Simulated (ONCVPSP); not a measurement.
F: pseudopotential generation

- system: fluorine (F, Z = 9), core [He], reference valence 2s2 2p3 (an ion of charge +2), valence charge 7.
- method: ONCV potential, PBEsol, scalar-relativistic, made with ONCVPSP 4.0.1

### Input file
```
# ATOM AND REFERENCE CONFIGURATION
# atsym  z   nc   nv     iexc    psfile
  F 9.00    1    2  -116133      upf
#
#   n    l    f
    1    0    2.00
    2    0    2.00
    2    1    3.00
#
# PSEUDOPOTENTIAL AND OPTIMIZATION
# lmax
    1
#
#   l,   rc,      ep,       ncon, nbas, qcut
    0    0.50    0.00    5   10   12.30
    1    1.05    0.00    3    8   10.60
#
# LOCAL POTENTIAL
# lloc, lpopt,  rc(5),   dvloc0
    0    5    0.50    0.00
#
# VANDERBILT-KLEINMAN-BYLANDER PROJECTORs
# l, nproj, debl
    0    0    2.80
    1    2    2.40
#
# MODEL CORE CHARGE
# icmod, fcfact, rcfact
    3    5.00    1.80
#
# LOG DERIVATIVE ANALYSIS
# epsh1, epsh2, depsh
   -4.00    5.00    0.02
#
# OUTPUT GRID
# rlmax, drl
    6.00    0.01
#
# TEST CONFIGURATIONS
# ncnf
    4
# nvcnf
#   n    l    f
    2
    2    0    2.00
    2    1    5.00
#
    2
    2    0    2.00
    2    1    4.00
#
    2
    2    0    2.00
    2    1    2.00
#
    2
    2    0    1.00
    2    1    5.00
#
```

Launched with:
```bash
oncvpsp.x < F.dat > F.out
```

### The program's output (extracts)
```
ONCVPSP  (Optimized Norm-Conservinng Vanderbilt PSeudopotential)
scalar-relativistic version 4.0.1

#   n    l    f        energy (Ha)
    1    0    2.00    -2.6017738E+01
    2    0    2.00    -2.4899197E+00
    2    1    3.00    -1.7962131E+00

Reference configufation results
  iterations    23
  all-electron total energy (Ha)   -9.73313756D+01

Begin loop to  construct optimized pseudo wave functions
and semi-local pseudopoentials for all angular momenta

Calculating optimized projector #   1

 for l=   0

    Fraction of norm inside rc  0.110601
    Optimizing pswf for qcut=  12.29 a_B^-1,  ecut=  75.52 Ha

optimize: ERROR ps0norm > uunorm, code will stop
```

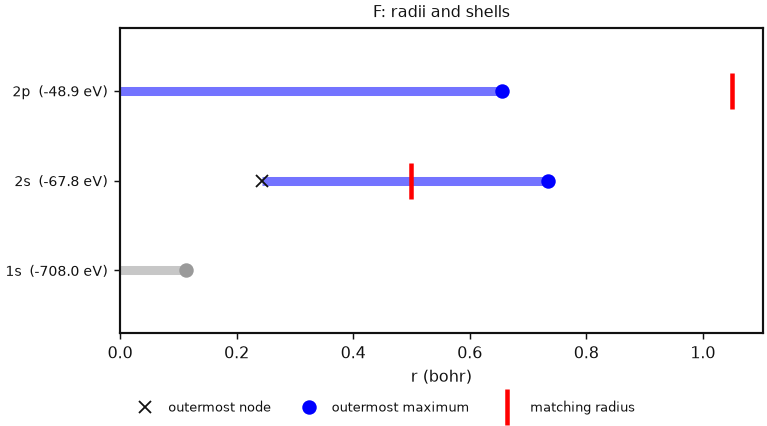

Figure 1. Outer shells of the all-electron reference atom: each bar runs from the outermost node (or the nucleus) to the outermost maximum of u(r); the tick is the radius chosen for the pseudo-wave. Shells without a tick have no pseudo-wave of their own. Levels, nodes and maxima are from ld1.x, scalar-relativistic.

- Radii against the shells: 2s: 0.50 bohr, between node and maximum; 2p: 1.05 bohr, outside the maximum.

### What the run reported

```tsv
quantity	value
outcome	ended with an error
hardware	1 CPU thread, shared host
wall time	0.54 s
```

### What went wrong

The generator stopped with the message “optimize: ERROR ps0norm > uunorm, code will stop”. In words: the continuity conditions at rc already need more norm inside rc than the all-electron wave has, so norm conservation cannot be met. It was at work on the s channel when it stopped.
